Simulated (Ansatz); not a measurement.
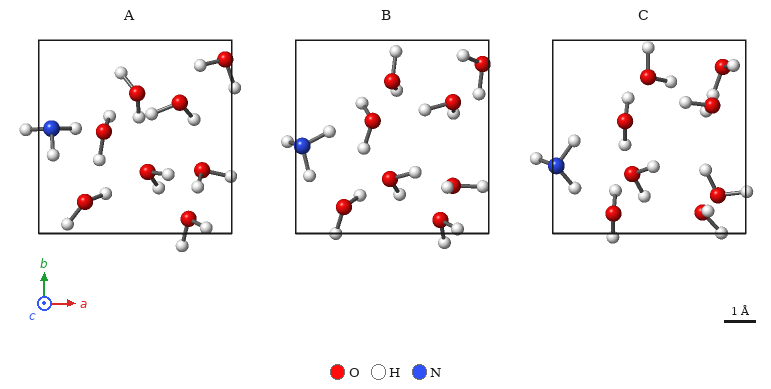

3 geometries from one relaxation of an amorphous cell of composition H$_{19}$NO$_{8}$, in shuffled order. Style: ball-and-stick. Shown: the cell of the calculation, along the c axis.

The cell holds 8 H2O + 1 NH3. The run prepares the start of a later molecular dynamics calculation, from a guessed geometry.

Computed with DFT PBE-D3(BJ), scalar-relativistic, plane waves, PAW in Ansatz 0.2.0. Set-up: plane-wave cutoff 420 eV; k-point mesh 1 × 1 × 1; occupations fermi dirac; smearing width 0.02 eV; no spin polarisation; atoms relaxed in a fixed cell; force threshold 0.3 eV/Å; at most 15 steps.

Question: Order the frames from highest to lowest energy.

Answer: C, B, A. They are steps 0, 7, 14, at +207 meV per atom, +45.4 meV per atom relative to the last. After 14 geometry steps the energy has fallen by 207 meV per atom. Largest force component: 1 eV/Å at the start, 0.15 eV/Å at the end. The largest move is that of an H atom, 1.47 Å along [−1 −2 1]. By element the largest moves are H 1.47 Å, N 1.26 Å, O 1.08 Å. The cell stays as it was. Among the contacts that change: H–O 0.969 → 1.048 Å, H–O 0.969 → 1.001 Å, H–N 1.017 → 1.026 Å, H–O 0.969 → 0.977 Å. Bond angles that change, for instance: H–O–H 104.0° → 108.9°, H–O–H 104.0° → 100.9°, H–O–H 104.0° → 106.6°.

Limits of the set-up: the program's low-accuracy preset was used; the periodic images lie only 6.3 Å apart, so the values are limited by the cell's size.
